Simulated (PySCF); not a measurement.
## Electronic structure of C5H6F2 in real space

```xyz
13

F     2.5059    0.7175    0.4619
C     1.2111    0.4570    0.2405
C     0.2482    1.3453    0.0625
C    -1.0659    0.6683   -0.1722
C    -0.6957   -0.8168   -0.3570
C     0.7292   -0.9664    0.1886
F     0.7048   -1.5124    1.4638
H     0.3589    2.4137    0.0859
H    -1.5733    1.0720   -1.0483
H    -1.7221    0.8163    0.6885
H    -0.7093   -1.0830   -1.4126
H    -1.3713   -1.4816    0.1773
H     1.3752   -1.6293   -0.3965
```

Geometry: GFN2-xTB.

All numbers below come from PySCF, PBE0/pcSseg-1, SCF density, gas phase, non-relativistic.

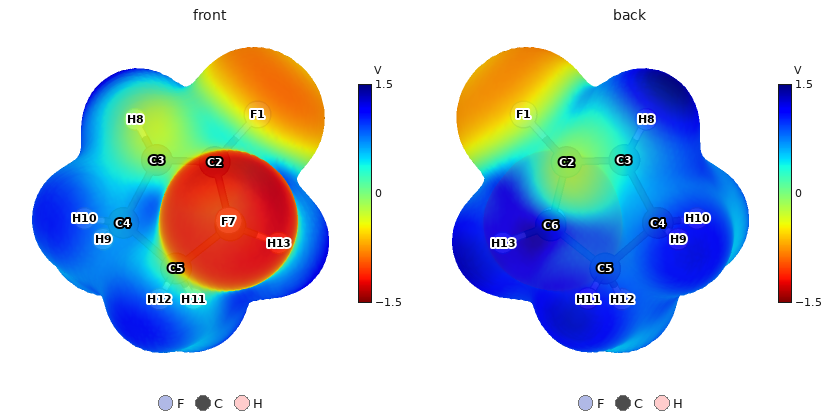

Figure 1. The molecular electrostatic potential painted on the density surface at 0.004 e/bohr³, seen from the front and from behind; the colour scale runs from red (negative) to blue (positive).

**Describe the electrostatic potential map.**

The most negative region (about −1.3 V) lies over F7, the most positive (about +1.5 V) over H8.

**What dipole moment does the calculation give?**

Its dipole moment is 2.72 D.

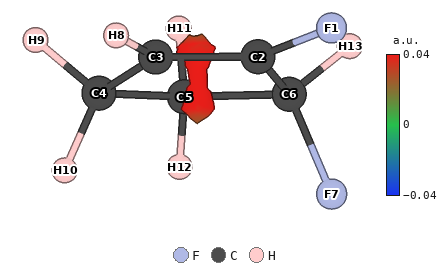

Figure 2. Non-covalent interaction (NCI) plot: the surface where the reduced density gradient is 0.6, for densities under 0.05 a.u., coloured by sign(λ₂)ρ; seen from one side.

**What holds or crowds the atoms apart from the covalent bonds?**

Inside the ring or cage of C2, C3, C4, C5 and C6: steric crowding (red).

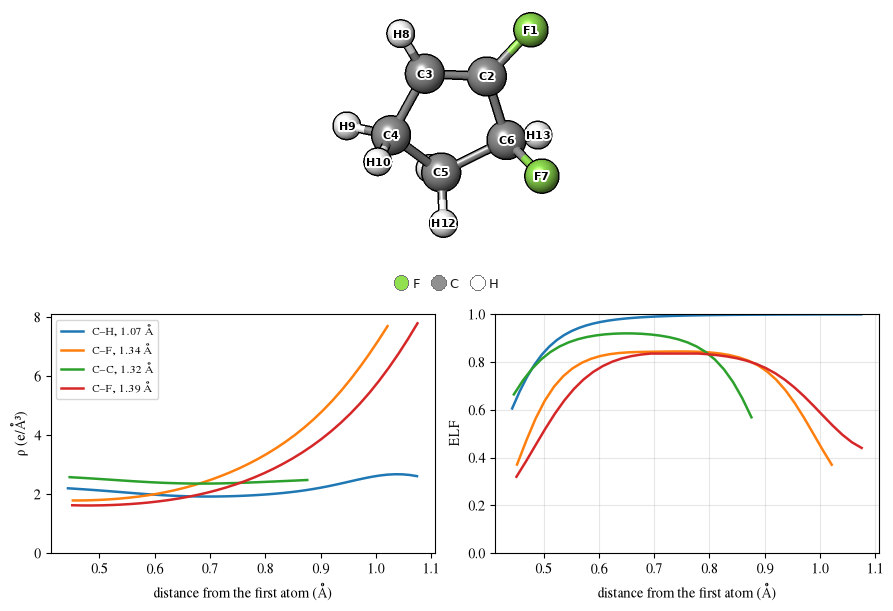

Figure 3. Total electron density and electron localisation function along straight lines between neighbouring atoms. The curves leave out the atomic cores. The structure is drawn too.

**What can be read from the curves?**

C–H (1.07 Å): ρ at the midpoint is about 2.1 e/Å³; the ELF climbs to about 1 towards the hydrogen, as it does in any bond to H: an ordinary covalent bond to hydrogen.
C–F (1.34 Å): the density is about 2.3 e/Å³ at the midpoint; the ELF peaks at about 0.85 between the atoms: a shared but strongly polarised pair.
C–C (1.32 Å): ρ at the midpoint is about 2.4 e/Å³; the ELF peaks at about 0.90 between the atoms (a short, multiple covalent bond).
C–F (1.39 Å): the density is about 2 e/Å³ at the midpoint, with its minimum of 1.6 e/Å³ about 0.5 Å from C; the ELF peaks at about 0.85 between the atoms (a shared but strongly polarised pair).
